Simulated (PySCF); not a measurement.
# Fe, Fe⁺, Fe²⁺: ionisation energies in ANO-RCC-VTZP, part 2 of 3

Each state of iron is computed at each level; their differences give the ionisation energy. How far do the methods differ?

PySCF 2.14.0; ANO-RCC-VTZP, scalar relativity by spin-free X2C-1e. The scripts are equivalent inputs of a driver's runs.

### 4 Fe⁺, method by method

Level: UHF.

File input.py:

```python
from pyscf import gto, scf, dft, mp, cc
import basis_set_exchange as bse
mol = gto.M(atom="Fe 0 0 0", charge=1, spin=5, symmetry="D2h",
            basis=gto.basis.parse(bse.get_basis("ANO-RCC-VTZP", elements=["Fe"], fmt="nwchem")),
            nucmod="G")
mf = scf.UHF(mol).sfx2c1e()
mf.irrep_nelec = {'Ag': (6, 3), 'B1g': (1, 1), 'B2g': (1, 0), 'B3g': (1, 0), 'B1u': (2, 2), 'B2u': (2, 2), 'B3u': (2, 2)}
mf.kernel()
```

What it wrote:

```text
damping factor = 0
level_shift factor = 0
DIIS = <class 'pyscf.scf.diis.CDIIS'>
diis_start_cycle = 1
diis_space = 10
diis_damp = 0
SCF conv_tol = 1e-09
SCF conv_tol_grad = None
number electrons alpha = 15  beta = 10
cycle= 1 E= -1271.11007224905  delta_E= -0.0049  |g|= 0.0258  |ddm|= 0.0381
cycle= 2 E= -1271.11019544873  delta_E= -0.000123  |g|= 0.0051  |ddm|= 0.00822
cycle= 3 E= -1271.11020411949  delta_E= -8.67e-06  |g|= 0.00112  |ddm|= 0.00343
cycle= 4 E= -1271.1102046771  delta_E= -5.58e-07  |g|= 0.000528  |ddm|= 0.00079
cycle= 5 E= -1271.11020485712  delta_E= -1.8e-07  |g|= 9.21e-05  |ddm|= 0.000624
cycle= 6 E= -1271.11020486342  delta_E= -6.29e-09  |g|= 1.21e-05  |ddm|= 0.000112
cycle= 7 E= -1271.11020486359  delta_E= -1.71e-10  |g|= 1.82e-06  |ddm|= 2.16e-05
converged SCF energy = -1271.11020486359  <S^2> = 8.7524482  2S+1 = 6.000816
```

It used 0.5 s of CPU time after the integrals (shared host).

The occupied shells:

| shell | electrons | mean orbital energy (eV) | spread (eV) | rms radius (bohr) |
| --- | --- | --- | --- | --- |
| 1s α | 1 | -7183.4 | 0 | 0.0675 |
| 1s β | 1 | -7183.3 | 0 | 0.0675 |
| 2s α | 1 | -892.66 | 0 | 0.288 |
| 2s β | 1 | -889.28 | 0 | 0.288 |
| 2p α | 3 | -758.41 | 0.908 | 0.260 |
| 2p β | 3 | -755.16 | 0.006 | 0.260 |
| 3s α | 1 | -128.89 | 0 | 0.871 |
| 3s β | 1 | -119.03 | 0 | 0.871 |
| 3p α | 3 | -89.240 | 2.048 | 0.935 |
| 3p β | 3 | -77.602 | 1.538 | 0.935 |
| 3d α | 5 | -26.697 | 2.396 | 1.22 |
| 3d β | 1 | -21.157 | 0 | 1.22 |
| 4s α | 1 | -15.441 | 0 | 2.99 |

⟨S²⟩ = 8.752, ⟨L²⟩ = 6.02.

Spin-orbit constants on these orbitals (cm⁻¹; bare nucleus, screened nucleus, mean field): 3d 769.5, 473.5, n/a. To first order in LS coupling the lowest level has J = 9/2 and lies 0.0587 eV below the centre of the term.

Level: LDA.

input.py, as changed from the run before:

```diff
@@ -5,3 +5,3 @@
             nucmod="G")
-mf = scf.UHF(mol).sfx2c1e()
+mf = dft.UKS(mol, xc="LDA,VWN").sfx2c1e()
 mf.irrep_nelec = {'Ag': (6, 3), 'B1g': (1, 1), 'B2g': (1, 0), 'B3g': (1, 0), 'B1u': (2, 2), 'B2u': (2, 2), 'B3u': (2, 2)}
```

What it wrote:

```text
damping factor = 0
level_shift factor = 0
DIIS = <class 'pyscf.scf.diis.CDIIS'>
diis_start_cycle = 1
diis_space = 10
diis_damp = 0
SCF conv_tol = 1e-09
SCF conv_tol_grad = None
number electrons alpha = 15  beta = 10
XC functionals = LDA,VWN
    P. A. M. Dirac.,  Math. Proc. Cambridge Philos. Soc. 26, 376 (1930)
    F. Bloch.,  Z. Phys. 57, 545 (1929)
    S. H. Vosko, L. Wilk, and M. Nusair.,  Can. J. Phys. 58, 1200 (1980)
cycle= 1 E= -1269.76184316052  delta_E= -0.0135  |g|= 0.127  |ddm|= 0.222
cycle= 2 E= -1269.75620419506  delta_E= 0.00564  |g|= 0.216  |ddm|= 0.14
cycle= 3 E= -1269.76552841329  delta_E= -0.00932  |g|= 0.00732  |ddm|= 0.0772
cycle= 4 E= -1269.76554346791  delta_E= -1.51e-05  |g|= 0.000309  |ddm|= 0.00436
cycle= 5 E= -1269.7655434856  delta_E= -1.77e-08  |g|= 4.04e-05  |ddm|= 9.49e-05
cycle= 6 E= -1269.76554348599  delta_E= -3.89e-10  |g|= 8.48e-06  |ddm|= 2.5e-05
converged SCF energy = -1269.76554348599  <S^2> = 8.75108  2S+1 = 6.00036
```

CPU time 1 s on a shared host, the integrals not counted.

Level: PBE.

input.py, as changed from the run before:

```diff
@@ -5,3 +5,3 @@
             nucmod="G")
-mf = dft.UKS(mol, xc="LDA,VWN").sfx2c1e()
+mf = dft.UKS(mol, xc="PBE").sfx2c1e()
 mf.irrep_nelec = {'Ag': (6, 3), 'B1g': (1, 1), 'B2g': (1, 0), 'B3g': (1, 0), 'B1u': (2, 2), 'B2u': (2, 2), 'B3u': (2, 2)}
```

What it wrote:

```text
damping factor = 0
level_shift factor = 0
DIIS = <class 'pyscf.scf.diis.CDIIS'>
diis_start_cycle = 1
diis_space = 10
diis_damp = 0
SCF conv_tol = 1e-09
SCF conv_tol_grad = None
number electrons alpha = 15  beta = 10
XC functionals = PBE
    J. P. Perdew, K. Burke, and M. Ernzerhof.,  Phys. Rev. Lett. 77, 3865 (1996)
    J. P. Perdew, K. Burke, and M. Ernzerhof.,  Phys. Rev. Lett. 78, 1396 (1997)
    J. P. Perdew, K. Burke, and M. Ernzerhof.,  Phys. Rev. Lett. 77, 3865 (1996)
    J. P. Perdew, K. Burke, and M. Ernzerhof.,  Phys. Rev. Lett. 78, 1396 (1997)
cycle= 1 E= -1272.08562112183  delta_E= -0.0113  |g|= 0.106  |ddm|= 0.199
cycle= 2 E= -1272.08188534393  delta_E= 0.00374  |g|= 0.178  |ddm|= 0.118
cycle= 3 E= -1272.08824855576  delta_E= -0.00636  |g|= 0.00584  |ddm|= 0.0645
cycle= 4 E= -1272.08825803535  delta_E= -9.48e-06  |g|= 0.000274  |ddm|= 0.00347
cycle= 5 E= -1272.0882580531  delta_E= -1.78e-08  |g|= 2.81e-05  |ddm|= 0.00013
cycle= 6 E= -1272.08825805335  delta_E= -2.52e-10  |g|= 6.87e-06  |ddm|= 2.34e-05
converged SCF energy = -1272.08825805335  <S^2> = 8.7507007  2S+1 = 6.0002336
```

CPU time 1.6 s on a shared host, the integrals not counted.

Level: PBE0.

input.py, as changed from the run before:

```diff
@@ -5,3 +5,3 @@
             nucmod="G")
-mf = dft.UKS(mol, xc="PBE").sfx2c1e()
+mf = dft.UKS(mol, xc="PBE0").sfx2c1e()
 mf.irrep_nelec = {'Ag': (6, 3), 'B1g': (1, 1), 'B2g': (1, 0), 'B3g': (1, 0), 'B1u': (2, 2), 'B2u': (2, 2), 'B3u': (2, 2)}
```

What it wrote:

```text
damping factor = 0
level_shift factor = 0
DIIS = <class 'pyscf.scf.diis.CDIIS'>
diis_start_cycle = 1
diis_space = 10
diis_damp = 0
SCF conv_tol = 1e-09
SCF conv_tol_grad = None
number electrons alpha = 15  beta = 10
XC functionals = PBE0
    C. Adamo and V. Barone.,  J. Chem. Phys. 110, 6158 (1999)
    M. Ernzerhof and G. E. Scuseria.,  J. Chem. Phys. 110, 5029 (1999)
cycle= 1 E= -1272.11167518876  delta_E= -0.00796  |g|= 0.0447  |ddm|= 0.119
cycle= 2 E= -1272.11157145885  delta_E= 0.000104  |g|= 0.0531  |ddm|= 0.0373
cycle= 3 E= -1272.11210882933  delta_E= -0.000537  |g|= 0.00229  |ddm|= 0.0189
cycle= 4 E= -1272.11211036523  delta_E= -1.54e-06  |g|= 0.000366  |ddm|= 0.00149
cycle= 5 E= -1272.11211043717  delta_E= -7.19e-08  |g|= 2.38e-05  |ddm|= 0.000416
cycle= 6 E= -1272.11211043764  delta_E= -4.74e-10  |g|= 4.17e-06  |ddm|= 3.65e-05
converged SCF energy = -1272.11211043764  <S^2> = 8.7510096  2S+1 = 6.0003365
```

CPU time 1.7 s on a shared host, the integrals not counted.

Level: r2SCAN.

input.py, as changed from the run before:

```diff
@@ -5,3 +5,3 @@
             nucmod="G")
-mf = dft.UKS(mol, xc="PBE0").sfx2c1e()
+mf = dft.UKS(mol, xc="R2SCAN").sfx2c1e()
 mf.irrep_nelec = {'Ag': (6, 3), 'B1g': (1, 1), 'B2g': (1, 0), 'B3g': (1, 0), 'B1u': (2, 2), 'B2u': (2, 2), 'B3u': (2, 2)}
```

What it wrote:

```text
damping factor = 0
level_shift factor = 0
DIIS = <class 'pyscf.scf.diis.CDIIS'>
diis_start_cycle = 1
diis_space = 10
diis_damp = 0
SCF conv_tol = 1e-09
SCF conv_tol_grad = None
number electrons alpha = 15  beta = 10
XC functionals = R2SCAN
    J. W. Furness, A. D. Kaplan, J. Ning, J. P. Perdew, and J. Sun.,  J. Phys. Chem. Lett. 11, 8208-8215 (2020)
    J. W. Furness, A. D. Kaplan, J. Ning, J. P. Perdew, and J. Sun.,  J. Phys. Chem. Lett. 11, 9248-9248 (2020)
    J. W. Furness, A. D. Kaplan, J. Ning, J. P. Perdew, and J. Sun.,  J. Phys. Chem. Lett. 11, 8208-8215 (2020)
    J. W. Furness, A. D. Kaplan, J. Ning, J. P. Perdew, and J. Sun.,  J. Phys. Chem. Lett. 11, 9248-9248 (2020)
cycle= 1 E= -1272.2992379228  delta_E= -0.00982  |g|= 0.0729  |ddm|= 0.159
cycle= 2 E= -1272.29815938766  delta_E= 0.00108  |g|= 0.108  |ddm|= 0.0717
cycle= 3 E= -1272.30045253816  delta_E= -0.00229  |g|= 0.00221  |ddm|= 0.0384
cycle= 4 E= -1272.30045456203  delta_E= -2.02e-06  |g|= 0.000486  |ddm|= 0.00201
cycle= 5 E= -1272.30045466604  delta_E= -1.04e-07  |g|= 4.04e-05  |ddm|= 0.00054
cycle= 6 E= -1272.3004546666  delta_E= -5.62e-10  |g|= 8.48e-06  |ddm|= 3.81e-05
converged SCF energy = -1272.3004546666  <S^2> = 8.7511779  2S+1 = 6.0003926
```

CPU time 3.7 s on a shared host, the integrals not counted.

Level: LC-wPBE.

input.py, as changed from the run before:

```diff
@@ -5,3 +5,3 @@
             nucmod="G")
-mf = dft.UKS(mol, xc="R2SCAN").sfx2c1e()
+mf = dft.UKS(mol, xc="LC_WPBE").sfx2c1e()
 mf.irrep_nelec = {'Ag': (6, 3), 'B1g': (1, 1), 'B2g': (1, 0), 'B3g': (1, 0), 'B1u': (2, 2), 'B2u': (2, 2), 'B3u': (2, 2)}
```

What it wrote:

```text
damping factor = 0
level_shift factor = 0
DIIS = <class 'pyscf.scf.diis.CDIIS'>
diis_start_cycle = 1
diis_space = 10
diis_damp = 0
SCF conv_tol = 1e-09
SCF conv_tol_grad = None
number electrons alpha = 15  beta = 10
XC functionals = LC_WPBE
    O. A. Vydrov and G. E. Scuseria.,  J. Chem. Phys. 125, 234109 (2006)
cycle= 1 E= -1272.14208761035  delta_E= -0.0107  |g|= 0.047  |ddm|= 0.115
cycle= 2 E= -1272.14242786059  delta_E= -0.00034  |g|= 0.0392  |ddm|= 0.0327
cycle= 3 E= -1272.14271762039  delta_E= -0.00029  |g|= 0.00603  |ddm|= 0.0143
cycle= 4 E= -1272.14273652407  delta_E= -1.89e-05  |g|= 0.000639  |ddm|= 0.00673
cycle= 5 E= -1272.14273723881  delta_E= -7.15e-07  |g|= 9.43e-05  |ddm|= 0.00167
cycle= 6 E= -1272.14273724816  delta_E= -9.35e-09  |g|= 6.99e-06  |ddm|= 0.000196
cycle= 7 E= -1272.14273724823  delta_E= -6.53e-11  |g|= 1.85e-06  |ddm|= 1.25e-05
converged SCF energy = -1272.14273724823  <S^2> = 8.7507018  2S+1 = 6.0002339
```

It used 11 s of CPU time after the integrals (shared host).

Level: B97-3.

input.py, as changed from the run before:

```diff
@@ -5,3 +5,3 @@
             nucmod="G")
-mf = dft.UKS(mol, xc="LC_WPBE").sfx2c1e()
+mf = dft.UKS(mol, xc="HYB_GGA_XC_B97_3").sfx2c1e()
 mf.irrep_nelec = {'Ag': (6, 3), 'B1g': (1, 1), 'B2g': (1, 0), 'B3g': (1, 0), 'B1u': (2, 2), 'B2u': (2, 2), 'B3u': (2, 2)}
```

What it wrote:

```text
damping factor = 0
level_shift factor = 0
DIIS = <class 'pyscf.scf.diis.CDIIS'>
diis_start_cycle = 1
diis_space = 10
diis_damp = 0
SCF conv_tol = 1e-09
SCF conv_tol_grad = None
number electrons alpha = 15  beta = 10
XC functionals = HYB_GGA_XC_B97_3
    T. W. Keal and D. J. Tozer.,  J. Chem. Phys. 123, 121103 (2005)
cycle= 1 E= -1272.17941761829  delta_E= -0.00757  |g|= 0.0356  |ddm|= 0.113
cycle= 2 E= -1272.17940522804  delta_E= 1.24e-05  |g|= 0.0393  |ddm|= 0.0283
cycle= 3 E= -1272.17969838796  delta_E= -0.000293  |g|= 0.00289  |ddm|= 0.0145
cycle= 4 E= -1272.17970046291  delta_E= -2.07e-06  |g|= 0.000294  |ddm|= 0.00167
cycle= 5 E= -1272.1797005096  delta_E= -4.67e-08  |g|= 1.8e-05  |ddm|= 0.000382
cycle= 6 E= -1272.17970050987  delta_E= -2.66e-10  |g|= 1.58e-06  |ddm|= 2.85e-05
converged SCF energy = -1272.17970050987  <S^2> = 8.7522699  2S+1 = 6.0007566
```

CPU time 1.8 s on a shared host, the integrals not counted.

Level: wB97X.

input.py, as changed from the run before:

```diff
@@ -5,3 +5,3 @@
             nucmod="G")
-mf = dft.UKS(mol, xc="HYB_GGA_XC_B97_3").sfx2c1e()
+mf = dft.UKS(mol, xc="WB97X").sfx2c1e()
 mf.irrep_nelec = {'Ag': (6, 3), 'B1g': (1, 1), 'B2g': (1, 0), 'B3g': (1, 0), 'B1u': (2, 2), 'B2u': (2, 2), 'B3u': (2, 2)}
```

What it wrote:

```text
damping factor = 0
level_shift factor = 0
DIIS = <class 'pyscf.scf.diis.CDIIS'>
diis_start_cycle = 1
diis_space = 10
diis_damp = 0
SCF conv_tol = 1e-09
SCF conv_tol_grad = None
number electrons alpha = 15  beta = 10
XC functionals = WB97X
    J.-D. Chai and M. Head-Gordon.,  J. Chem. Phys. 128, 084106 (2008)
cycle= 1 E= -1272.33502100769  delta_E= -0.00768  |g|= 0.0263  |ddm|= 0.0934
cycle= 2 E= -1272.33525663478  delta_E= -0.000236  |g|= 0.0165  |ddm|= 0.0224
cycle= 3 E= -1272.33531653637  delta_E= -5.99e-05  |g|= 0.00555  |ddm|= 0.00816
cycle= 4 E= -1272.33532817615  delta_E= -1.16e-05  |g|= 0.000524  |ddm|= 0.00476
cycle= 5 E= -1272.33532879024  delta_E= -6.14e-07  |g|= 9.01e-05  |ddm|= 0.00158
cycle= 6 E= -1272.33532880715  delta_E= -1.69e-08  |g|= 2.01e-05  |ddm|= 0.000267
cycle= 7 E= -1272.33532880775  delta_E= -5.98e-10  |g|= 2.84e-06  |ddm|= 4.32e-05
converged SCF energy = -1272.33532880775  <S^2> = 8.7515958  2S+1 = 6.0005319
```

It used 11 s of CPU time after the integrals (shared host).

Level: MP2 (valence).

input.py, as changed from the run before:

```diff
@@ -5,4 +5,5 @@
             nucmod="G")
-mf = dft.UKS(mol, xc="WB97X").sfx2c1e()
+mf = scf.UHF(mol).sfx2c1e()
 mf.irrep_nelec = {'Ag': (6, 3), 'B1g': (1, 1), 'B2g': (1, 0), 'B3g': (1, 0), 'B1u': (2, 2), 'B2u': (2, 2), 'B3u': (2, 2)}
 mf.kernel()
+mp.UMP2(mf, frozen=9).kernel()
```

No log was kept for this step.

CPU time 0.14 s on a shared host, the integrals not counted.

With 7 electrons correlated, the MP2 correlation energy is -0.14163 hartree (-0.08481 same spin, -0.05682 opposite spin); the SCS form gives -0.09646. Largest pairs of shells: 3d-3d -0.1266, 3d-4s -0.0150, 4s-4s 0.0000.

### 5 Fe⁺, continued

Level: MP2 (valence and next inner shell).

Edit input.py of step 4 so:

```diff
@@ -8,2 +8,2 @@
 mf.kernel()
-mp.UMP2(mf, frozen=9).kernel()
+mp.UMP2(mf, frozen=5).kernel()
```

No log was kept for this step.

It used 0.21 s of CPU time after the integrals (shared host).

With 15 electrons correlated, the MP2 correlation energy is -0.45348 hartree (-0.16573 same spin, -0.28774 opposite spin); the SCS form gives -0.40054. Largest pairs of shells: 3p-3d -0.1890, 3d-3d -0.1266, 3p-3p -0.0701, 3s-3p -0.0219, 3s-3d -0.0196.

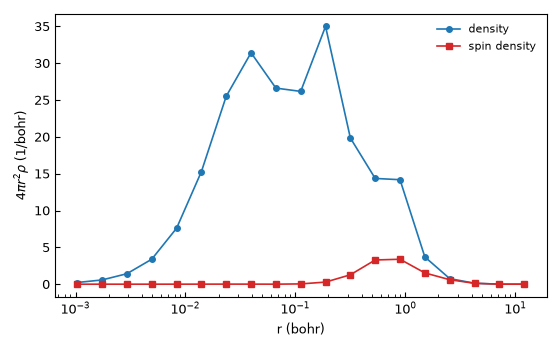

Radial density 4πr²ρ of Fe⁺ at UHF, at 19 stored radii joined by straight lines.

[end of part 2 of 3]
